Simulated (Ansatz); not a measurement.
Input file:

```
crystal:
  periodic: [false, false, false]
  atoms:
    - {symbol: La, position_ang: [-0.469700, -0.404350, -0.083525]}
    - {symbol: F, position_ang: [0.489785, 0.726641, 1.749676]}
    - {symbol: F, position_ang: [-1.515897, -1.571075, -1.818479]}
    - {symbol: F, position_ang: [1.495824, 1.248784, 0.152328]}
basis:
  gaussian: {orbitals: def2-TZVP, initial_orbitals: start.molden}
magnetization: {spin_polarized: true, initial_magnetization: 4}
hamiltonian: {xc: pbe0, dispersion: d4}
scf: {omitted_lower_state_checks: [starts]}
output: {orbitals: {seedname: orbitals}}
```

Run with:

```sh
ansatz run in.yaml --threads 4 --pin off --events-out ev --progress --plain --max-ram 3916MiB
```

Geometry: r2SCAN-D4/def2-TZVP; core potentials replace the inner electrons of La.

The calculation used Ansatz, UKS PBE0-D4/def2-TZVP.

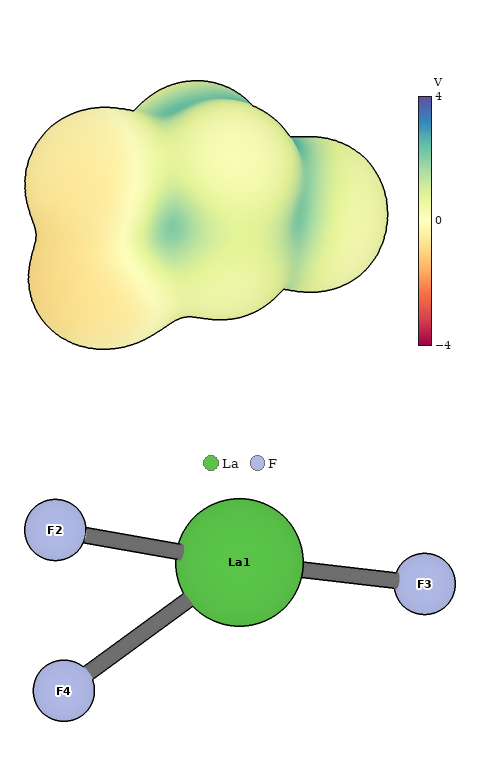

F3La (quintet). The molecular electrostatic potential painted on the density surface at 0.002 e/bohr³, seen at a tilt; the colour scale runs from red (negative) to blue (positive). The bare structure is drawn below in the same view.

### Where is the surface potential most negative and most positive?

The most negative region (about −0.8 V) lies over F4, the most positive (about +3.6 V) over La1.
